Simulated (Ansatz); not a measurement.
**CH3B (SMILES B[CH]): methods side by side**

CH3B: 5 atoms, total charge 0, spin state triplet. As SMILES, `B[CH]`. The shape is that of a GFN2-xTB optimisation.

```xyz
5

B    -0.3524   -0.4014   -0.0714
C     0.5075    0.7795   -0.1420
H    -0.3085   -1.1182    0.8668
H    -1.1046   -0.6727   -0.9314
H     1.2581    1.4128    0.2779
```

Quantity: the energy change with the B1–C2 bond stretched from 1.463 to 2.194 Å, in eV. The values are calculated.

| level | kind | program | value (eV) | less FCI/STO-3G | CPU time (all runs) |
| --- | --- | --- | --- | --- | --- |
| UHF/STO-3G | Hartree–Fock | Ansatz | 3.55 | +0.35 | 0.13 s |
| USVWN5/STO-3G | LDA | Ansatz | 3.73 | +0.53 | 1.3 s |
| UPBE/STO-3G | GGA | Ansatz | 3.48 | +0.28 | 2.1 s |
| U-r2SCAN/STO-3G | meta-GGA | Ansatz | 3.62 | +0.42 | 5.1 s |
| U-r2SCAN0/STO-3G | hybrid meta-GGA | Ansatz | 3.79 | +0.59 | 5.9 s |
| UMP2/STO-3G | perturbation theory | Ansatz | 3.69 | +0.49 | 0.14 s |
| UBCCD(T)/STO-3G | coupled cluster or CI | Ansatz | 3.23 | +0.03 | 0.39 s |
| UCCSD/STO-3G | coupled cluster or CI | Ansatz | 3.23 | +0.03 | 0.28 s |
| FCI/STO-3G | exact in the basis | Ansatz | 3.20 | 0.00 | 2 s |

FCI/STO-3G is exact within its basis and frozen core, so for wave-function methods in that basis the difference is their error; functionals converge differently with the basis, so for them it is only a difference. The first shape isn't each level's own minimum. The values span 3.20 to 3.79 eV. Spin contamination of the reference (⟨S²⟩ at least 0.1 too high) touches UHF/STO-3G, UMP2/STO-3G, UBCCD(T)/STO-3G, UCCSD/STO-3G. All rows use very small basis sets, so even the best lies far from the true value. CPU times are rough (shared hosts, several kinds of processor): they show what a rung costs within a factor of a few.

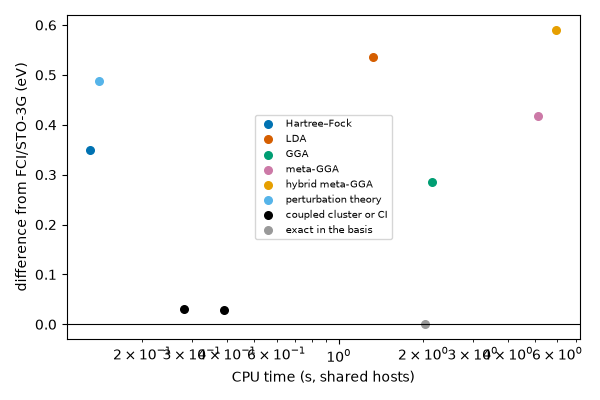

Difference from FCI/STO-3G against processor time, one point a level.
